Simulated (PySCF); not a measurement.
# Core-level calculation, with input and output: C$_{6}$H$_{11}$OPS

- system: C$_{6}$H$_{11}$OPS
- method: delta-SCF UKS SCAN, pcX-2 on the ionised atom, pcseg-1 elsewhere, spin-free X2C (PySCF 2.14.0)

Figures and captions count atoms from 1; the log counts them from 0 in places.

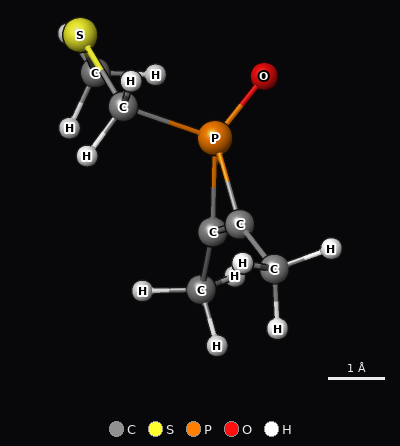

Fig. 1: The input geometry (ball-and-stick view, seen at a tilt). Bond lengths as drawn: C–C 1.35 to 1.48 Å, C–H 1.10 Å, C–P 1.76 to 1.84 Å, C–S 1.80 Å and O–P 1.49 Å.

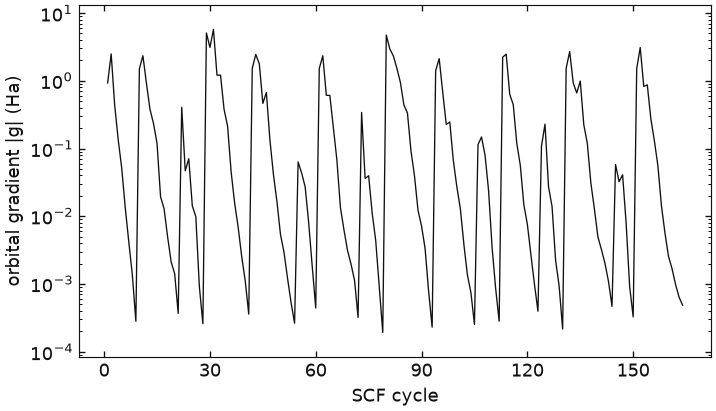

Fig. 2: Convergence of the self-consistent field: orbital gradient |g| against the SCF cycle. All cycles printed in the log are drawn one after another.

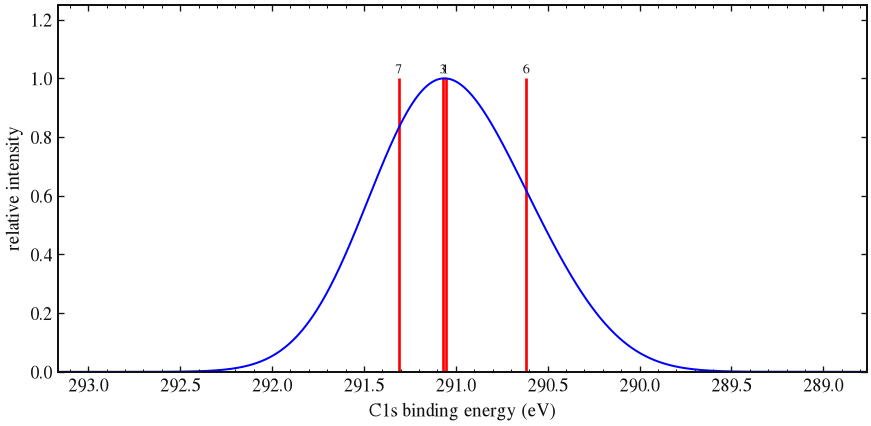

Fig. 3: C1s binding energies by ΔSCF of the atoms computed, labelled by atom number, with a Gaussian envelope of 0.8 eV full width. They run from 290.62 eV (atom 6) to 291.31 eV (atom 7).

These pictures come from the run below.

## Input
```
{"job": {"kind": "xps"}, "charge": 0, "multiplicity": 1}
C      2.970299     0.083701    -0.955692
S      2.849958    -1.526343    -0.151242
C      1.158967    -1.461531     0.476117
P     -0.084593    -0.853736    -0.729933
O      0.109471    -1.375708    -2.115992
C     -0.777237     0.686069    -0.226659
C     -0.774515     2.164203    -0.198988
C     -1.569720    -0.358497     0.078250
C     -2.911300    -0.655729     0.624974
H      2.794361     0.913162    -0.253332
H      3.997198     0.161702    -1.338850
H      2.271666     0.134885    -1.805574
H      1.074017    -0.853854     1.391834
H      0.895789    -2.500684     0.730651
H      0.100786     2.542446     0.352289
H     -1.687155     2.569042     0.263471
H     -0.697684     2.557367    -1.224858
H     -3.517830    -1.176406    -0.132266
H     -3.441108     0.259422     0.929492
H     -2.839384    -1.327807     1.494192
```

The first line tells a small driver script what to run in PySCF; the rest is the geometry in Å.

Launched with:
```bash
OMP_NUM_THREADS=1 python <driver script> task.json out
```

## Log
```
ground state, core basis on atom 0 (C), 220 functions
  cycle   1  E = -1051.43979741  |g| = 9.27e-01
  cycle   2  E = -1050.18532989  |g| = 2.49e+00
  cycle   3  E = -1051.58326636  |g| = 4.31e-01
  cycle   4  E = -1051.63031507  |g| = 1.34e-01
  cycle   5  E = -1051.63450712  |g| = 5.08e-02
  cycle   6  E = -1051.63521007  |g| = 1.32e-02
  cycle   7  E = -1051.63525690  |g| = 4.16e-03
  cycle   8  E = -1051.63525728  |g| = 1.36e-03
  cycle   9  E = -1051.63526163  |g| = 2.81e-04
  E(ground) = -1051.69333069 Eh
hole in C 1s of atom 0
  cycle   1  E = -1040.36422659  |g| = 1.51e+00
[... 11 cycles left out ...]
  E(ion) = -1040.99721792 Eh   <S^2> = 0.7726   hole on atom = 1.000   binding energy = 291.056 eV
ground state, core basis on atom 1 (S), 231 functions
[... 7 cycles left out ...]
  E(ground) = -1051.82935754 Eh
hole in S 1s of atom 1
[... 13 cycles left out ...]
  E(ion) = -960.80810775 Eh   <S^2> = 0.7518   hole on atom = 1.000   binding energy = 2476.814 eV
hole in S 2p of atom 1
[... 13 cycles left out ...]
  E(ion) = -1045.61182654 Eh   <S^2> = 0.7530   hole on atom = 1.001   binding energy = 169.188 eV
  2p3/2 = 169.008 eV   2p1/2 = 170.275 eV
ground state, core basis on atom 2 (C), 220 functions
[... 6 cycles left out ...]
  E(ground) = -1051.69465823 Eh
hole in C 1s of atom 2
[... 12 cycles left out ...]
  E(ion) = -1040.99812622 Eh   <S^2> = 0.7763   hole on atom = 1.000   binding energy = 291.067 eV
ground state, core basis on atom 3 (P), 231 functions
[... 7 cycles left out ...]
  E(ground) = -1051.80153191 Eh
hole in P 1s of atom 3
[... 14 cycles left out ...]
  E(ion) = -972.73691954 Eh   <S^2> = 0.7520   hole on atom = 1.000   binding energy = 2151.458 eV
hole in P 2p of atom 3
[... 12 cycles left out ...]
  E(ion) = -1046.73920329 Eh   <S^2> = 0.7533   hole on atom = 1.002   binding energy = 137.753 eV
  2p3/2 = 137.491 eV   2p1/2 = 138.380 eV
ground state, core basis on atom 4 (O), 220 functions
[... 7 cycles left out ...]
  E(ground) = -1051.72239241 Eh
hole in O 1s of atom 4
[... 11 cycles left out ...]
  E(ion) = -1032.03265171 Eh   <S^2> = 0.7651   hole on atom = 1.000   binding energy = 535.785 eV
ground state, core basis on atom 5 (C), 220 functions
[... 7 cycles left out ...]
  E(ground) = -1051.69686278 Eh
hole in C 1s of atom 5
[... 14 cycles left out ...]
  E(ion) = -1041.01682743 Eh   <S^2> = 0.8089   hole on atom = 1.000   binding energy = 290.619 eV
ground state, core basis on atom 6 (C), 220 functions
[... 6 cycles left out ...]
  E(ground) = -1051.69220171 Eh
hole in C 1s of atom 6
[... 4 cycles left out ...]
  cycle   5  E = -1040.88832311  |g| = 2.78e-01
  cycle   6  E = -1040.92146892  |g| = 1.31e-01
  cycle   7  E = -1040.92743974  |g| = 5.59e-02
  cycle   8  E = -1040.92907777  |g| = 1.45e-02
  cycle   9  E = -1040.92919024  |g| = 5.71e-03
  cycle  10  E = -1040.92921117  |g| = 2.58e-03
  cycle  11  E = -1040.92921742  |g| = 1.69e-03
  cycle  12  E = -1040.92922399  |g| = 9.93e-04
  cycle  13  E = -1040.92922379  |g| = 6.41e-04
  cycle  14  E = -1040.92922680  |g| = 4.87e-04
  E(ion) = -1040.98675549 Eh   <S^2> = 0.7695   hole on atom = 1.000   binding energy = 291.310 eV
```

## Key numbers

```json
{"quantity": "outcome", "value": "converged"}
{"quantity": "hardware", "value": "1 CPU thread, shared host"}
{"quantity": "wall time", "value": "6.8 min"}
{"quantity": "peak memory", "value": "0.84 GiB"}
```
